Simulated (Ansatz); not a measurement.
**PF3 (phosphorus trifluoride) at r2SCAN/STO-3G**

Aim: the energy change on altering one bond length of PF3 (phosphorus trifluoride) at r2SCAN/STO-3G, from 2 runs. 

The calculation is run with Ansatz 0.2.0.

50 further runs of the same task are left out: 10 that didn't finish, 40 set aside as unsound or not needed.

### 1 The molecule

PF3 has 4 atoms, charge 0, and is taken as a singlet. As SMILES, `FP(F)F`. The coordinates come from a PBE0-D4/def2-TZVP relaxation.

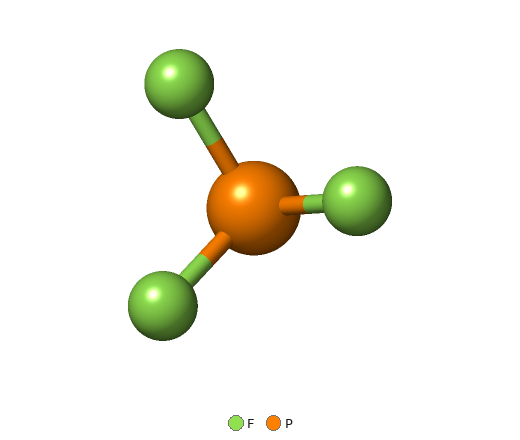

The structure, seen from a chosen angle (fluorine green, phosphorus orange).

### 2 A single-point energy at r2SCAN/STO-3G

Input file in.yaml:

```yaml
basis:
  gaussian:
    orbitals: STO-3G
crystal:
  periodic: [false, false, false]
  atoms:
    - {symbol: F, position_ang: [0.834400, -0.663200, 0.874500]}
    - {symbol: P, position_ang: [-0.297500, 0.314600, 0.392300]}
    - {symbol: F, position_ang: [-1.061900, -0.696500, -0.536900]}
    - {symbol: F, position_ang: [0.525000, 1.045200, -0.730000]}
hamiltonian:
  xc: {name: r2SCAN}
accuracy: high
```

Started as:

```bash
$ ansatz run in.yaml --threads 1 --pin off --max-ram 2610MiB --events-out events.jsonl --progress --plain --runs-dir runs
```

Log:

```text
Warning: RAYON_NUM_THREADS=1 ignored (pool sized by the plan → 1); use --threads N
Functional definition: r2SCAN
  name "r2SCAN"
  parameter k0 = 0.174
  parameter k1 = 0.065
  parameter a1 = 4.9479
  exchange = r2scan_x(k0 = k0, k1 = k1, a1 = a1)
  correlation = r2scan_c
463 factors; integrals over basis functions are off by at most 2.4e-8 eV
mean field evaluation 1: about -17210.7626 eV, gradient 2.4e1 eV
mean field evaluation 2: about -17210.3375 eV, gradient 2.7e1 eV
mean field evaluation 4: about -17212.8591 eV, gradient 2.6e-2 eV
mean field evaluation 8: about -17212.8092 eV, gradient 1.9e-4 eV
mean field evaluation 16: about -17212.8092 eV, gradient 1.1e-8 eV
mean field -17212.80917758 eV, -632.5590700148 hartree, gradient 1.1e-8 eV, S^2 0.000000; 0 other end points of the search recorded, 0 dependent functions left out
reference -17212.80917775 eV, -632.5590700212 hartree; 21, 21 occupied and 3, 3 virtual orbitals, 463 factors
Total energy: -17212.80917775 eV, -632.5590700212 hartree
```

It took 3.3 s on 1 thread of Arm Neoverse V1, shared host; peak memory 0.15 GiB.

### 3 The distorted shape, same level

Input file job.yaml:

```yaml
crystal:
  periodic: [false, false, false]
  atoms:
    - {symbol: F, position_ang: [1.025477, -0.410455, 1.106773]}
    - {symbol: P, position_ang: [-0.106423, 0.567345, 0.624573]}
    - {symbol: F, position_ang: [-1.061900, -0.696500, -0.536900]}
    - {symbol: F, position_ang: [0.716077, 1.297945, -0.497727]}
basis:
  gaussian: {orbitals: STO-3G}
hamiltonian: {xc: {name: r2SCAN}}
accuracy: high
```

Started as:

```bash
$ ansatz run job.yaml --threads 1 --pin off --max-ram 2610MiB --events-out events.jsonl --progress --plain --runs-dir runs
```

Log, shortened:

```text
Warning: RAYON_NUM_THREADS=1 ignored (pool sized by the plan → 1); use --threads N
[... 7 set-up lines as earlier in the session ...]
454 factors; integrals over basis functions are off by at most 2.4e-8 eV
mean field evaluation 1: about -17208.5188 eV, gradient 2.8e1 eV
mean field evaluation 2: about -17116.6084 eV, gradient 2.0e2 eV
mean field evaluation 4: about -17212.1619 eV, gradient 6.0e0 eV
mean field evaluation 8: about -17212.2479 eV, gradient 1.2e-1 eV
mean field evaluation 16: about -17212.2480 eV, gradient 2.4e-6 eV
mean field -17212.24795104 eV, -632.5384453202 hartree, gradient 1.3e-8 eV, S^2 0.000000; 0 other end points of the search recorded, 0 dependent functions left out
reference -17212.24795122 eV, -632.5384453266 hartree; 21, 21 occupied and 3, 3 virtual orbitals, 454 factors
Total energy: -17212.24795122 eV, -632.5384453266 hartree
```

Wall time 3.3 s (1 thread of Arm Neoverse V1, shared host); peak memory 0.15 GiB.

### 4 Summary of results

Level: r2SCAN/STO-3G.

```
                                                         quantity          value
                                        first shape: total energy  -632.55907 Eh
                                    distorted shape: total energy  -632.53845 Eh
energy change with the P2–F3 bond stretched from 1.572 to 1.964 Å       0.561 eV
```

What this shows: With the P2–F3 bond stretched from 1.572 to 1.964 Å the energy rises by 0.56 eV (12.9 kcal/mol). The first shape isn't relaxed at this level, so the change isn't measured from a minimum. The minimal basis adds a large error of its own.
